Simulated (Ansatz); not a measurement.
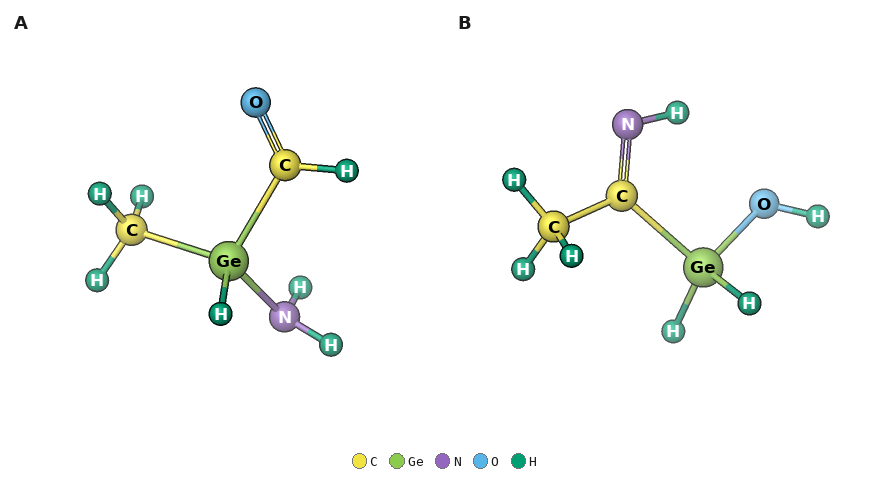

Distant atoms are faded towards the background colour. The geometry was computed by an optimisation with PBE0-D4/def2-TZVP. No frequency run is at hand to confirm it as a minimum.

How are A and B related: the same structure turned, mirror images, conformers, diastereomers or constitutional isomers?

They are constitutional isomers of C2H7GeNO: A is [CH3][Ge@@H]([NH2])[CH]=O, B is [H]/N=[C](/C)[GeH2][OH]
